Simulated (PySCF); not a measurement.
## Electronic structure of C₃H₇AlN₂O in real space

Input file:

```
{"job": {"kind": "uv", "xc": "B3LYP", "basis": "def2-SVPD", "nstates": 8, "ntriplets": 3}, "charge": 0, "multiplicity": 1}
N     -1.461587     0.300645     0.399285
C     -1.516948    -0.986724     0.049870
O     -2.349112    -1.777392     0.404175
C     -0.400979    -1.429227    -0.961476
C      0.818186    -0.791085    -0.648179
N      1.749811    -0.201556    -0.315392
Al     1.818388     1.578831     0.589944
H     -0.706063     0.929129     0.150872
H     -2.133367     0.629535     1.076010
H     -0.729648    -1.145546    -1.965019
H     -0.313074    -2.517027    -0.910220
H      1.170572     1.109510     1.947440
H      0.750161     2.283483    -0.370015
H      3.302982     2.016951     0.520581
```

Run with:

```sh
OMP_NUM_THREADS=1 python probes_run.py task.json out
```

Geometry: GFN2-xTB.

Computed with B3LYP/def2-SVPD, SCF density, gas phase in PySCF 2.14.0.

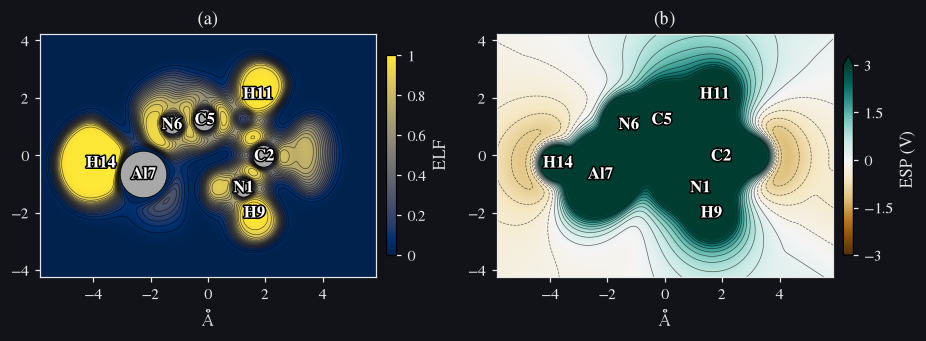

Figure 1. (a) ELF; (b) electrostatic potential on the plane of atoms N6, Al7 and H14. Grey discs cover the atomic cores in the ELF map.

Question: Interpret the plot.

Answer:
- Atoms in the plane: N, C, Al and H.
- C–N (1.15 Å): the ELF peaks at about 0.85 between the atoms; a short, multiple covalent bond.
- Al–N (2.00 Å): the ELF peaks at about 0.90 in the valence shell of N, 0.7 Å from its nucleus, and is about 0.55 at the midpoint.
- N–H (1.01 Å): the ELF climbs to about 1 towards the hydrogen, as it does in any bond to H; an ordinary covalent bond to hydrogen.
- C–N (1.34 Å): the ELF peaks at about 0.90 between the atoms, as expected for a covalent bond.
- The ELF also peaks beside O3, away from the bonds: lone-pair regions.
- Outside the dense part of the molecule the potential is most negative (−1.2 V) near O3, which lies off the plane.

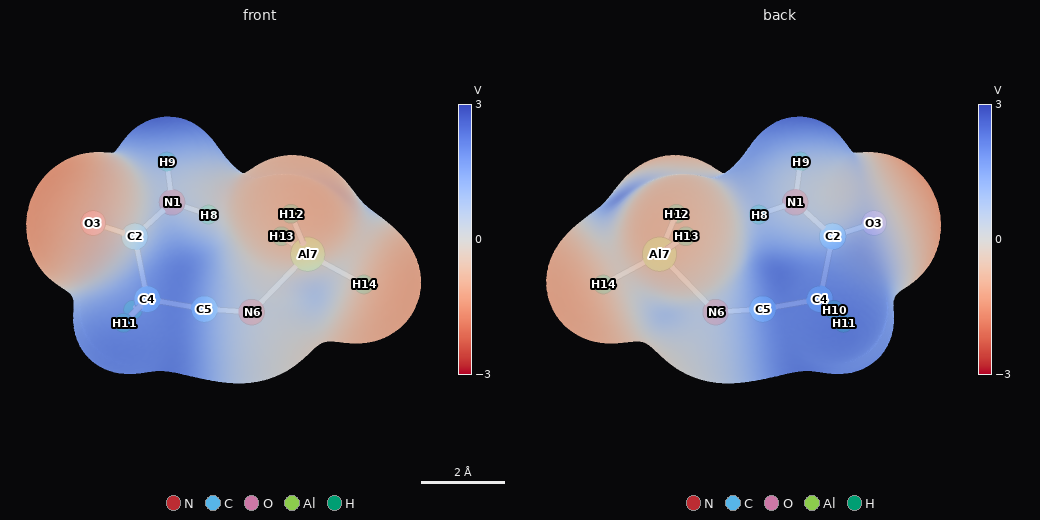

Figure 2. The electrostatic potential painted on the density surface at 0.002 e/bohr³, seen from the front and from behind; red is negative and blue positive.

Question: Where is the surface potential most negative and most positive?

Answer: The most negative region (about −1.4 V) lies over O3, the most positive (about +2.3 V) over H9. O3 is the likeliest acceptor of a hydrogen bond.

Question: What dipole moment does the calculation give?

Answer: Its dipole moment is 3.59 D.
